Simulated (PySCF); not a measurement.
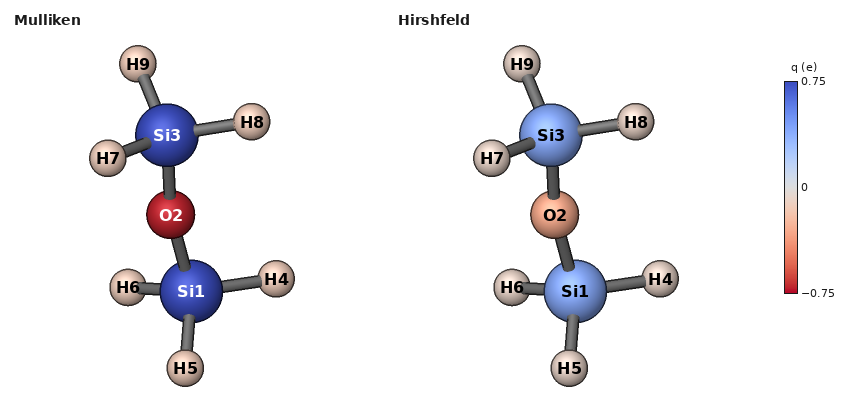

Atomic charges of one calculation by 2 schemes, on one colour scale. Computed geometry: GFN2-xTB optimisation. No frequency run is at hand to confirm it as a minimum. Method: PBE0/pcSseg-1 (PySCF 2.14.0).

> Which scheme gives the most polar picture (largest mean size of the charges)?

The Mulliken charges are the largest in size here.

> On which atom do the schemes disagree most?

On O2 (from −0.71 to −0.31 e).

List the charges (e), one line for each set of equivalent atoms.

| atom | Mulliken | Hirshfeld |
| --- | --- | --- |
| Si1, Si3 | 0.74 | 0.40 |
| O2 | −0.71 | −0.31 |
| H4, H8 | −0.13 | −0.08 |
| H5, H9 | −0.13 | −0.08 |
| H6, H7 | −0.13 | −0.08 |

The geometry is semi-empirical. Around Si such bond lengths and angles can be off by a tenth of an ångström or more and by several degrees, and values that hang on the shape move with them.
